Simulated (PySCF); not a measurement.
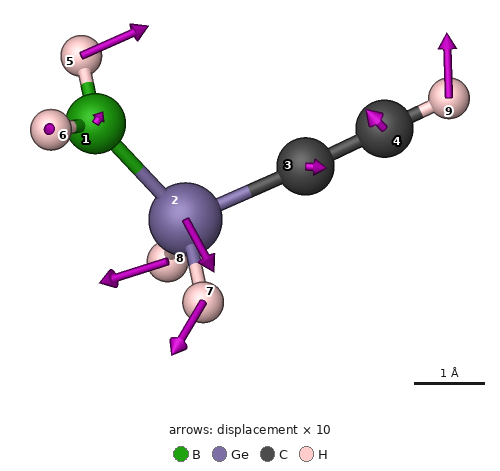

This is a relaxation of C₂H₅BGe. The starting structure is drawn; purple arrows show the displacements, 10 times their true length. The two geometries are superimposed by the best rigid fit.

A ball-and-stick model, seen at a tilt.

The start comes from GFN2-xTB. Its atoms were then displaced at random by about 0.01 Å.

Computed with PySCF 2.14.0, density-fitted response routines, PBE0-D3(BJ)/def2-SVP geometry optimisation, gas phase. 

Question: What happened in the run?

Answer: The atom that moves furthest after the best rigid fit is H8 (0.11 Å). Largest moves by element: H 0.11 Å, Ge 0.09 Å, C 0.04 Å, B 0.02 Å. Near-neighbour distances that change, for instance: B1–Ge2 1.973 → 2.064 Å, C4–H9 1.023 → 1.076 Å, C3–C4 1.256 → 1.217 Å, Ge2–H7 1.502 → 1.539 Å. Bond angles that change, for instance: B1–Ge2–H8 116.1° → 111.0°, C3–Ge2–H8 102.4° → 107.3°, C3–Ge2–H7 103.3° → 107.5°. The energy falls by 0.297 eV in 7 geometry steps.
